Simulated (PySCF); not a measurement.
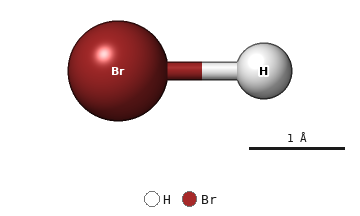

Figure 1. The structure as given in the input (ball-and-stick view, seen at a tilt).

**Geometry relaxation of HBr (charge +1) (part 1 of 2)**

- system: HBr, charge +1, multiplicity 2
- method: UKS-o3lyp/cc-pvtz-dk, optimize (PySCF 2.14.0)

Input
```python
from pyscf import gto, dft
from pyscf.geomopt.geometric_solver import optimize

mol = gto.M(
    atom='H 0 0 0; Br 0 0 1.535',
    basis='cc-pvtz-dk',
    charge=1,
    spin=1,
    verbose=4,
)
mf = dft.UKS(mol, xc='o3lyp')
mf = mf.sfx2c1e()
mf.kernel()
g = mf.nuc_grad_method()
g.grid_response = True
mol_eq = optimize(g.as_scanner(), maxsteps=30)
print('optimised geometry (angstrom)')
print(mol_eq.tostring('raw'))
print('orbital energies (hartree):', [e[max(0, n-3):n+3].round(4) for e, n in zip(mf.mo_energy, mol.nelec)])
```

Run as:
```bash
OMP_NUM_THREADS=1 python input.py
```

What the program printed
```
PySCF version 2.14.0

[INPUT] verbose = 4
[INPUT] num. atoms = 2
[INPUT] num. electrons = 35
[INPUT] charge = 1
[INPUT] spin (= nelec alpha-beta = 2S) = 1
[INPUT] symmetry False subgroup None
[INPUT] Mole.unit = angstrom
[INPUT] Symbol           X                Y                Z      unit          X                Y                Z       unit  Magmom
[INPUT]  1 H      0.000000000000   0.000000000000   0.000000000000 AA    0.000000000000   0.000000000000   0.000000000000 Bohr   0.0
[INPUT]  2 Br     0.000000000000   0.000000000000   1.535000000000 AA    0.000000000000   0.000000000000   2.900729601207 Bohr   0.0

nuclear repulsion = 12.065929890684
number of shells = 16
number of NR pGTOs = 127
number of NR cGTOs = 57
basis = cc-pvtz-dk
ecp = {}

******** <class 'pyscf.x2c.sfx2c1e.sfX2C1eUKS'> ********
method = sfX2C1eUKS
initial guess = minao
damping factor = 0
level_shift factor = 0
DIIS = <class 'pyscf.scf.diis.CDIIS'>
diis_start_cycle = 1
diis_space = 8
diis_damp = 0
SCF conv_tol = 1e-09
SCF conv_tol_grad = None
SCF max_cycles = 50
direct_scf = True
direct_scf_tol = 1e-13
number electrons alpha = 18  beta = 17
XC library pyscf.dft.libxc version 7.0.0
    S. Lehtola, C. Steigemann, M. J.T. Oliveira, and M. A.L. Marques.,  SoftwareX 7, 1–5 (2018)
XC functionals = o3lyp
    W.-M. Hoe, A. J. Cohen, and N. C. Handy.,  Chem. Phys. Lett. 341, 319–328 (2001)
    A. J. Cohen and N. C. Handy.,  Mol. Phys. 99, 607 (2001)
radial grids:
    Treutler-Ahlrichs [JCP 102, 346 (1995); DOI:10.1063/1.469408] (M4) radial grids

becke partition: Becke, JCP 88, 2547 (1988); DOI:10.1063/1.454033
pruning grids: <function nwchem_prune>
grids dens level: 3
symmetrized grids: False
atomic radii adjust function: <function treutler_atomic_radii_adjust>
small_rho_cutoff = 0

******** <class 'pyscf.x2c.sfx2c1e.SpinFreeX2CHelper'> ********
approx = 1e
xuncontract = 1
Set gradient conv threshold to 3.16228e-05
tot grids = 30232
init E= -2607.33294613602
  alpha nocc = 18  HOMO = -0.322652165101271  LUMO = -0.0627675541854815

WARN: beta  nocc = 17  HOMO -0.322652165166816 >= LUMO -0.322652165101272

WARN: HOMO -0.322652165101271 >= LUMO -0.322652165101272

cycle= 1 E= -2606.95188174946  delta_E= 0.381  |g|= 0.192  |ddm|= 0.681
  alpha nocc = 18  HOMO = -0.67460126430061  LUMO = -0.373325552505364
  beta  nocc = 17  HOMO = -0.65598901042206  LUMO = -0.606158672493037
  HOMO = -0.655989010422  LUMO = -0.606158672493  gap/eV = 1.35595
cycle= 2 E= -2606.96869339073  delta_E= -0.0168  |g|= 0.146  |ddm|= 0.31
  alpha nocc = 18  HOMO = -0.636247038181064  LUMO = -0.343506217899815
  beta  nocc = 17  HOMO = -0.618168756673804  LUMO = -0.563479132501948
  HOMO = -0.618168756674  LUMO = -0.563479132502  gap/eV = 1.48818
cycle= 3 E= -2606.97484352351  delta_E= -0.00615  |g|= 0.0133  |ddm|= 0.0894
  alpha nocc = 18  HOMO = -0.630579974911864  LUMO = -0.336206163813189
  beta  nocc = 17  HOMO = -0.61279828834492  LUMO = -0.554445316432793
  HOMO = -0.612798288345  LUMO = -0.554445316433  gap/eV = 1.58787
cycle= 4 E= -2606.97490961504  delta_E= -6.61e-05  |g|= 0.00393  |ddm|= 0.0134
  alpha nocc = 18  HOMO = -0.630544810219699  LUMO = -0.337309424490098
  beta  nocc = 17  HOMO = -0.612820810163171  LUMO = -0.553738501944033
  HOMO = -0.612820810163  LUMO = -0.553738501944  gap/eV = 1.60771
cycle= 5 E= -2606.9749172982  delta_E= -7.68e-06  |g|= 0.0026  |ddm|= 0.00479
  alpha nocc = 18  HOMO = -0.630948658948449  LUMO = -0.337342811451713
  beta  nocc = 17  HOMO = -0.613230108219906  LUMO = -0.553990295929099
  HOMO = -0.61323010822  LUMO = -0.553990295929  gap/eV = 1.61200
cycle= 6 E= -2606.97492184447  delta_E= -4.55e-06  |g|= 0.000374  |ddm|= 0.00226
  alpha nocc = 18  HOMO = -0.63087522503445  LUMO = -0.337432466736114
  beta  nocc = 17  HOMO = -0.613143857708322  LUMO = -0.553900077685882
  HOMO = -0.613143857708  LUMO = -0.553900077686  gap/eV = 1.61211
cycle= 7 E= -2606.97492205318  delta_E= -2.09e-07  |g|= 0.000122  |ddm|= 0.000629
  alpha nocc = 18  HOMO = -0.630912495336111  LUMO = -0.337459150878357
  beta  nocc = 17  HOMO = -0.613169384697988  LUMO = -0.553925793346417
  HOMO = -0.613169384698  LUMO = -0.553925793346  gap/eV = 1.61210
cycle= 8 E= -2606.97492208357  delta_E= -3.04e-08  |g|= 3.11e-05  |ddm|= 0.000295
  alpha nocc = 18  HOMO = -0.630904706903238  LUMO = -0.337465476983355
  beta  nocc = 17  HOMO = -0.613158931905911  LUMO = -0.553916352253262
  HOMO = -0.613158931906  LUMO = -0.553916352253  gap/eV = 1.61207
cycle= 9 E= -2606.97492208504  delta_E= -1.47e-09  |g|= 2.46e-06  |ddm|= 6.5e-05
  alpha nocc = 18  HOMO = -0.630904572125009  LUMO = -0.337465326279616
  beta  nocc = 17  HOMO = -0.613158693858765  LUMO = -0.553916415008312
  HOMO = -0.613158693859  LUMO = -0.553916415008  gap/eV = 1.61206
cycle= 10 E= -2606.97492208505  delta_E= -8.19e-12  |g|= 4.28e-07  |ddm|= 5.56e-06
  alpha nocc = 18  HOMO = -0.630904552457841  LUMO = -0.33746532623904
  beta  nocc = 17  HOMO = -0.61315873821832  LUMO = -0.553916345019249
  HOMO = -0.613158738218  LUMO = -0.553916345019  gap/eV = 1.61207
Extra cycle  E= -2606.97492208505  delta_E= -1.82e-12  |g|= 1.68e-07  |ddm|= 6.28e-07
converged SCF energy = -2606.97492208505  <S^2> = 0.75387036  2S+1 = 2.0038666
Create scanner for <class 'pyscf.grad.uks.Gradients'>
Create scanner for <class 'pyscf.x2c.sfx2c1e.sfX2C1eUKS'>
input.py

Current date and time:

#|     Arguments passed to driver run_optimizer():      |#
customengine              <pyscf.geomopt.geometric_solver.PySCFEngine object>
logIni                    [file]
maxiter                   30
----------------------------------------------------------
Custom engine selected.
Bonds will be generated from interatomic distances less than 1.20 times sum of covalent radii
6 internal coordinates being used (instead of 6 Cartesians)
Internal coordinate system (atoms numbered from 1):
Distance 1-2
Translation-X 1-2
Translation-Y 1-2
Translation-Z 1-2
Rotation-A 1-2
Rotation-B 1-2
Rotation-C 1-2
<class 'geometric.internal.Distance'> : 1
<class 'geometric.internal.TranslationX'> : 1
<class 'geometric.internal.TranslationY'> : 1
<class 'geometric.internal.TranslationZ'> : 1
<class 'geometric.internal.RotationA'> : 1
<class 'geometric.internal.RotationB'> : 1
<class 'geometric.internal.RotationC'> : 1
> ===== Optimization Info: ====
> Job type: Energy minimization
> Maximum number of optimization cycles: 30
> Initial / maximum trust radius (Angstrom): 0.100 / 0.300
> Convergence Criteria:
> Will converge when all 5 criteria are reached:
>  |Delta-E| < 1.00e-06
>  RMS-Grad  < 3.00e-04
>  Max-Grad  < 4.50e-04
>  RMS-Disp  < 1.20e-03
>  Max-Disp  < 1.80e-03
> === End Optimization Info ===

Geometry optimization cycle 1
Cartesian coordinates (Angstrom)
 Atom        New coordinates             dX        dY        dZ
   H   0.000000   0.000000   0.000000    0.000000  0.000000  0.000000
  Br   0.000000   0.000000   1.535000    0.000000  0.000000  0.000000

WARN: Mole.unit (angstrom) is changed to Bohr

New geometry
   1 H      0.000000000000   0.000000000000   0.000000000000 AA    0.000000000000   0.000000000000   0.000000000000 Bohr
   2 Br     0.000000000000   0.000000000000   1.535000000000 AA    0.000000000000   0.000000000000   2.900729601207 Bohr

******** <class 'pyscf.scf.hf.sfX2C1eUKS_Scanner'> ********
method = sfX2C1eUKS_Scanner
initial guess = minao
damping factor = 0
level_shift factor = 0
DIIS = <class 'pyscf.scf.diis.CDIIS'>
diis_start_cycle = 1
diis_space = 8
diis_damp = 0
SCF conv_tol = 1e-09
SCF conv_tol_grad = None
SCF max_cycles = 50
direct_scf = True
direct_scf_tol = 1e-13
number electrons alpha = 18  beta = 17
XC library pyscf.dft.libxc version 7.0.0
    S. Lehtola, C. Steigemann, M. J.T. Oliveira, and M. A.L. Marques.,  SoftwareX 7, 1–5 (2018)
XC functionals = o3lyp
    W.-M. Hoe, A. J. Cohen, and N. C. Handy.,  Chem. Phys. Lett. 341, 319–328 (2001)
    A. J. Cohen and N. C. Handy.,  Mol. Phys. 99, 607 (2001)
radial grids:
    Treutler-Ahlrichs [JCP 102, 346 (1995); DOI:10.1063/1.469408] (M4) radial grids

becke partition: Becke, JCP 88, 2547 (1988); DOI:10.1063/1.454033
pruning grids: <function nwchem_prune>
grids dens level: 3
symmetrized grids: False
atomic radii adjust function: <function treutler_atomic_radii_adjust>
small_rho_cutoff = 0

******** <class 'pyscf.x2c.sfx2c1e.SpinFreeX2CHelper'> ********
approx = 1e
xuncontract = 1
Set gradient conv threshold to 3.16228e-05
tot grids = 30232
init E= -2606.97492208505
  alpha nocc = 18  HOMO = -0.630904529387844  LUMO = -0.337465360013906
  beta  nocc = 17  HOMO = -0.613158723645761  LUMO = -0.553916328843327
  HOMO = -0.613158723646  LUMO = -0.553916328843  gap/eV = 1.61207
cycle= 1 E= -2606.97492208505  delta_E= 4.55e-13  |g|= 1.36e-07  |ddm|= 2.86e-07
  alpha nocc = 18  HOMO = -0.630904555664487  LUMO = -0.337465344917223
  beta  nocc = 17  HOMO = -0.613158750739821  LUMO = -0.553916353613679
  HOMO = -0.61315875074  LUMO = -0.553916353614  gap/eV = 1.61207
Extra cycle  E= -2606.97492208505  delta_E= 4.55e-13  |g|= 1.48e-07  |ddm|= 2.26e-07
converged SCF energy = -2606.97492208505  <S^2> = 0.75387037  2S+1 = 2.0038666

******** <class 'pyscf.grad.rhf.Gradients_Scanner'> for <class 'pyscf.scf.hf.sfX2C1eUKS_Scanner'> ********
unit = Eh/Bohr
grid_response = True
--------------- sfX2C1eUKS_Scanner gradients ---------------
         x                y                z
0 H    -0.0000000000    -0.0000000000    -0.0274251459
1 Br     0.0000000000     0.0000000000     0.0274251459
----------------------------------------------
cycle 1: E = -2606.97492209  dE = -2606.97  norm(grad) = 0.038785
Step    0 : Gradient = 2.743e-02/2.743e-02 (rms/max) Energy = -2606.9749220851
Hessian Eigenvalues: 5.00000e-02 5.00000e-02 5.00000e-02 ... 5.00000e-02 5.00000e-02 1.54128e-01

Geometry optimization cycle 2
Cartesian coordinates (Angstrom)
 Atom        New coordinates             dX        dY        dZ
   H   0.000000   0.000000   0.047080    0.000000  0.000000  0.047080
  Br  -0.000000  -0.000000   1.487920   -0.000000 -0.000000 -0.047080
New geometry
   1 H      0.000000000475   0.000000000192   0.047080313428 AA    0.000000000898   0.000000000363   0.088968898238 Bohr
   2 Br    -0.000000000475  -0.000000000192   1.487919686571 AA   -0.000000000898  -0.000000000363   2.811760702968 Bohr

******** <class 'pyscf.scf.hf.sfX2C1eUKS_Scanner'> ********
method = sfX2C1eUKS_Scanner
initial guess = minao
damping factor = 0
level_shift factor = 0
DIIS = <class 'pyscf.scf.diis.CDIIS'>
diis_start_cycle = 1
diis_space = 8
diis_damp = 0
SCF conv_tol = 1e-09
SCF conv_tol_grad = None
SCF max_cycles = 50
direct_scf = True
direct_scf_tol = 1e-13
number electrons alpha = 18  beta = 17
XC library pyscf.dft.libxc version 7.0.0
    S. Lehtola, C. Steigemann, M. J.T. Oliveira, and M. A.L. Marques.,  SoftwareX 7, 1–5 (2018)
XC functionals = o3lyp
    W.-M. Hoe, A. J. Cohen, and N. C. Handy.,  Chem. Phys. Lett. 341, 319–328 (2001)
    A. J. Cohen and N. C. Handy.,  Mol. Phys. 99, 607 (2001)
radial grids:
    Treutler-Ahlrichs [JCP 102, 346 (1995); DOI:10.1063/1.469408] (M4) radial grids

becke partition: Becke, JCP 88, 2547 (1988); DOI:10.1063/1.454033
pruning grids: <function nwchem_prune>
grids dens level: 3
symmetrized grids: False
atomic radii adjust function: <function treutler_atomic_radii_adjust>
small_rho_cutoff = 0

******** <class 'pyscf.x2c.sfx2c1e.SpinFreeX2CHelper'> ********
approx = 1e
xuncontract = 1
Set gradient conv threshold to 3.16228e-05
tot grids = 30232
init E= -2607.02280477449
  alpha nocc = 18  HOMO = -0.614925596160188  LUMO = -0.294145379460074
  beta  nocc = 17  HOMO = -0.597312773592853  LUMO = -0.538322833271664
  HOMO = -0.597312773593  LUMO = -0.538322833272  gap/eV = 1.60520
cycle= 1 E= -2606.97673355222  delta_E= 0.0461  |g|= 0.0246  |ddm|= 0.0426
  alpha nocc = 18  HOMO = -0.638720033952131  LUMO = -0.315947278544868
  beta  nocc = 17  HOMO = -0.620966661608493  LUMO = -0.561555112842334
  HOMO = -0.620966661608  LUMO = -0.561555112842  gap/eV = 1.61667
cycle= 2 E= -2606.97689414813  delta_E= -0.000161  |g|= 0.0193  |ddm|= 0.0323
  alpha nocc = 18  HOMO = -0.636030015184228  LUMO = -0.31243259191571
  beta  nocc = 17  HOMO = -0.618330628892564  LUMO = -0.558987326343765
  HOMO = -0.618330628893  LUMO = -0.558987326344  gap/eV = 1.61481
cycle= 3 E= -2606.97709957398  delta_E= -0.000205  |g|= 0.00197  |ddm|= 0.0136
  alpha nocc = 18  HOMO = -0.635068592595108  LUMO = -0.312161287620516
  beta  nocc = 17  HOMO = -0.617377459780089  LUMO = -0.558055031905177
  HOMO = -0.61737745978  LUMO = -0.558055031905  gap/eV = 1.61425
cycle= 4 E= -2606.97710208802  delta_E= -2.51e-06  |g|= 0.000933  |ddm|= 0.00242
  alpha nocc = 18  HOMO = -0.635169923702218  LUMO = -0.312125190648737
  beta  nocc = 17  HOMO = -0.617479244498896  LUMO = -0.558149796657748
  HOMO = -0.617479244499  LUMO = -0.558149796658  gap/eV = 1.61444
cycle= 5 E= -2606.97710238355  delta_E= -2.96e-07  |g|= 6.45e-05  |ddm|= 0.000569
  alpha nocc = 18  HOMO = -0.635159425241578  LUMO = -0.31210328044917
  beta  nocc = 17  HOMO = -0.617470001692858  LUMO = -0.558136540350319
  HOMO = -0.617470001693  LUMO = -0.55813654035  gap/eV = 1.61455
cycle= 6 E= -2606.97710238883  delta_E= -5.28e-09  |g|= 1.85e-05  |ddm|= 9.93e-05
  alpha nocc = 18  HOMO = -0.635160378592894  LUMO = -0.312104082288513
  beta  nocc = 17  HOMO = -0.617471782165268  LUMO = -0.558138116191762
  HOMO = -0.617471782165  LUMO = -0.558138116192  gap/eV = 1.61455
cycle= 7 E= -2606.97710238955  delta_E= -7.29e-10  |g|= 4.95e-06  |ddm|= 4.39e-05
  alpha nocc = 18  HOMO = -0.635160490258444  LUMO = -0.312101919388001
  beta  nocc = 17  HOMO = -0.617472064831742  LUMO = -0.55813844318978
  HOMO = -0.617472064832  LUMO = -0.55813844319  gap/eV = 1.61455
Extra cycle  E= -2606.97710238959  delta_E= -3.18e-11  |g|= 2.73e-06  |ddm|= 8.28e-06
converged SCF energy = -2606.97710238959  <S^2> = 0.75352279  2S+1 = 2.0035197

******** <class 'pyscf.grad.rhf.Gradients_Scanner'> for <class 'pyscf.scf.hf.sfX2C1eUKS_Scanner'> ********
unit = Eh/Bohr
grid_response = True
--------------- sfX2C1eUKS_Scanner gradients ---------------
         x                y                z
0 H    -0.0000000000     0.0000000000     0.0056384674
1 Br     0.0000000000    -0.0000000000    -0.0056384674
```
